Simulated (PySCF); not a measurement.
C2H2N2, SMILES `C#N.C#N`.

Computed with PySCF, TPSS/def2-SVPD, geometry: GFN2-xTB.

Coordinates in Å:

```
C1      -1.7036   -0.0185    0.0000
N2      -2.8416    0.0305    0.0000
H3      -0.6451   -0.0625    0.0000
C4       2.6891    0.0312    0.0000
N5       1.5542   -0.0472    0.0000
H6       3.7440    0.1032    0.0000
```

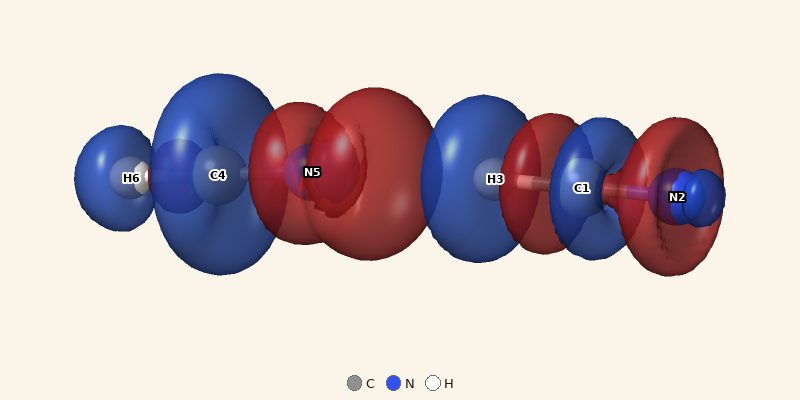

Density of the complex less the densities of the two fragments at the same geometry, ±0.003 e/Å³ (red: gain, blue: loss). Fragment A: HCN (atoms 1–3); fragment B: HCN.

How is the density rearranged on binding?

Answer. Hirshfeld charges show 0.015 e passing from B to A. By Hirshfeld charges, electrons gather most on N2 (−0.023 e) and leave C4 most (+0.024 e); 0.07 e is displaced in all, which induces a dipole of 0.82 D.

What is the interaction energy, and which contacts carry it?

Answer. The counterpoise-corrected interaction energy of the frozen fragments is −4.0 kcal/mol without dispersion correction and −4.6 kcal/mol with D3(BJ). The pair geometry is semi-empirical, not a minimum at this level. Contacts: H3···N5, weak C–H hydrogen bond, 2.20 Å, ρ = 0.016 a.u. The pose is a local one from a semi-empirical search, not shown to be the most stable.

Run time: 30 s on 1 thread of Arm Neoverse V1, with other jobs on the host, peak memory 0.43 GiB.
